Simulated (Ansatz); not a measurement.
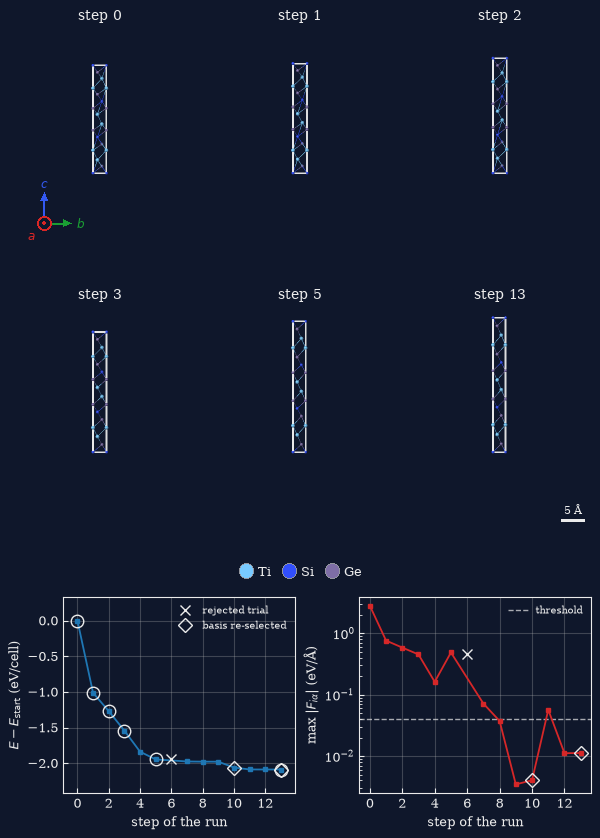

Frames of a relaxation of crystalline Ti₂SiGe₂ (a generated structure, set up in R-3m) (coarse preliminary run), marked on the history of the run. Style: ball-and-stick. Shown: the conventional cell (3 times the calculation's cell), along the a axis. Lengths and directions refer to the drawn axes.

Theory: Ansatz, DFT PBE, scalar-relativistic, plane waves, PAW. Set-up: plane-wave cutoff 420 eV; k-point mesh 6 × 6 × 6; occupations gaussian; smearing width 0.1 eV; no spin polarisation; cell and atoms relaxed; force threshold 0.04 eV/Å; at most 70 steps.

Describe the path.

The energy falls by 2.089 eV per cell of the calculation in 10 accepted moves (13 points after the start). Largest force component: 2.8 eV/Å at the start, 0.011 eV/Å at the end. The pressure goes from 20.92 to −0.01 GPa. The line search rejected the trial step at point 6 of the run. At 2 points the geometry stayed and the basis and grid were re-selected for the new cell (energy shift of 82.0 meV per cell of the calculation at most each time). The largest moves relative to the cell, 0.26 Å, are those of Ti atoms. By element the largest moves are Ti 0.26 Å, Ge 0.11 Å. Si stays in place. The drawn cell changes as follows: a = b 3.400 → 3.170 Å (−6.8 %), c 23.686 → 29.571 Å (+24.8 %); the volume changes by +8.5 %. Near-neighbour distances that change, for instance: Si–Ti 3.488 → 4.272 Å, Ge–Ti 2.383 → 2.749 Å, Ti–Ti 3.400 → 3.170 Å, Ti–Ti 2.896 → 2.814 Å. Among the angles between lasting bonds that change: Ti–Ge–Ti 91.0° → 70.4°, Ge–Ti–Ge 91.0° → 70.4°, Ti–Ge–Si 91.4° → 106.7°. The space group stays R-3m (No. 166). From step 0 to 1: Ti atoms move most (0.10 Å), volume +11.7 %, energy −1.013 eV per cell of the calculation. From step 1 to 2: Ti atoms move most (0.06 Å), volume +1.8 %, energy −0.257 eV per cell of the calculation. From step 2 to 3: Ge atoms move most (0.03 Å), volume −0.3 %, energy −0.273 eV per cell of the calculation. From step 3 to 5: Ge atoms move most (0.10 Å), volume −5.1 %, energy −0.404 eV per cell of the calculation. From step 5 to 13: Ge atoms move most (0.07 Å), volume +0.8 %, energy −0.141 eV per cell of the calculation.
